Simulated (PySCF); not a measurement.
```xyz
16

O     0.9987    1.7177    1.1635
C     0.0941    1.3886    0.4253
C    -0.2932   -0.0042    0.1091
Si   -1.5335   -0.2888    1.5677
C    -0.9330   -0.1782   -1.2638
F    -2.2245    0.2917   -1.2125
O     0.7078   -0.9801    0.3815
C     1.9057   -0.8337   -0.2653
F     1.7838   -1.1596   -1.6019
H    -0.5858    2.1323   -0.0310
H    -0.7890   -0.4927    2.7965
H    -2.6521    0.6405    1.5565
H    -0.9798   -1.2392   -1.5253
H    -0.4166    0.3788   -2.0526
H     2.6042   -1.5520    0.1752
H     2.3057    0.1877   -0.2342
```

Geometry: GFN2-xTB.

These are results of PySCF, UKS B3LYP, pcH-1 on C F H O Si, non-relativistic, mean-field spin-orbit, GIAO, not measurements.

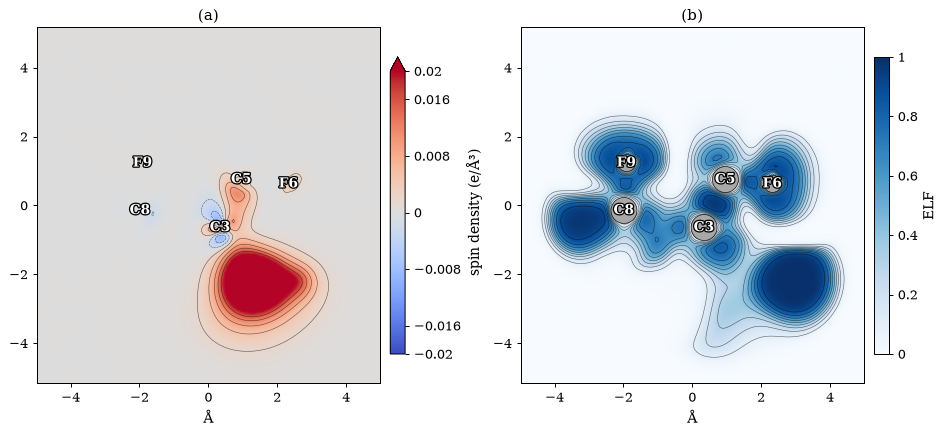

C4H7F2O2Si (doublet). (a) spin density (α minus β); (b) ELF on the plane of atoms C3, C5 and F6. Grey discs cover the atomic cores in the ELF map.

**Interpret the plot.**

Atoms in the plane: C and F.
C–F (1.38 Å): the ELF peaks at about 0.85 between the atoms, as expected for a shared but strongly polarised pair.
C–C (1.52 Å): the ELF peaks at about 0.95 between the atoms; a shared electron pair.
The ELF also peaks beside F6 and F9, away from the bonds: non-bonding electrons, paired or unpaired.
The unpaired spin (1 electron) lies mostly on Si4 (about 0.8) and O1 (about 0.1), in electrons by Hirshfeld's partition.
